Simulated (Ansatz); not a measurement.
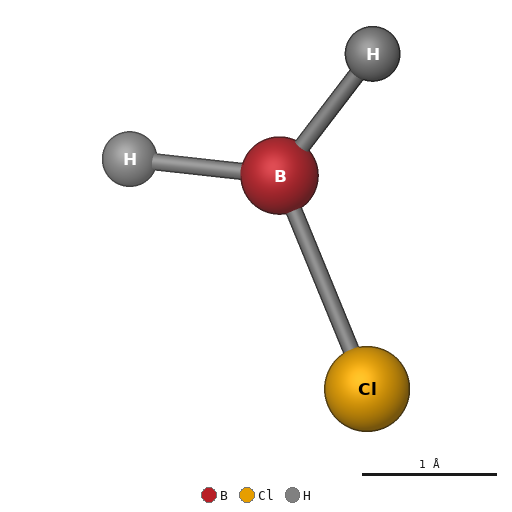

A ball-and-stick model of a molecule.

Computed geometry: PBE0-D4/def2-TZVP optimisation.

Describe the molecule.

It has 4 atoms: 1 boron, 1 chlorine and 2 hydrogen (BClH₂). This geometry has C2v symmetry. All atoms lie on one plane. Coordination: 1 B trigonal planar.

More results for the same structure follow; atom numbers are the same in all pictures, views and colours differ.

Geometry

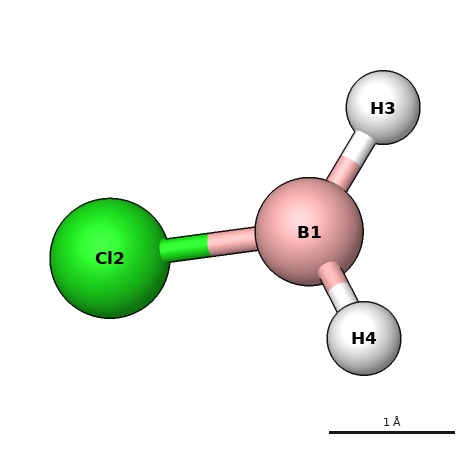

The atoms are numbered.

Give the bond lengths.

```tsv
bond	length (Å)
B1–Cl2	1.733
B1–H3	1.190
B1–H4	1.190
```

Vibrations

Harmonic vibrations computed with RKS PBE0-D4/def2-TZVP (Ansatz 0.2.0) at a stationary point of the same level.

> List the wavenumbers.

6 modes: 841, 866, 995, 1218, 2614, 2727 cm⁻¹.

Charges

The questions are on Mulliken charges. Level of theory: RKS PBE0-D4/def2-TZVP (Ansatz 0.2.0).

Give the Mulliken charges atom by atom.

| atom | value (e) |
| --- | --- |
| B1 | 0.05 |
| Cl2 | −0.11 |
| H3 | 0.03 |
| H4 | 0.03 |

Dipole moment

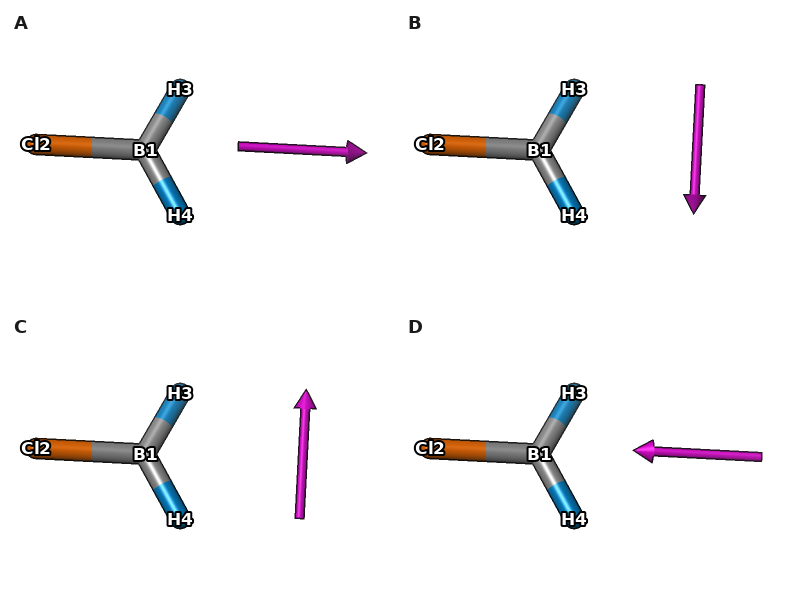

The same molecule four times, each with an arrow. Properties computed with RKS PBE0-D4/def2-TZVP (Ansatz 0.2.0).

> Which arrow points along the dipole moment, from the negative to the positive end?

A. The dipole moment is 0.54 D; it points from the side of Cl2 to the side of H3, H4 (the outermost atoms at the two ends).

Mulliken values depend strongly on the basis set and can even reverse the polarity of a bond.
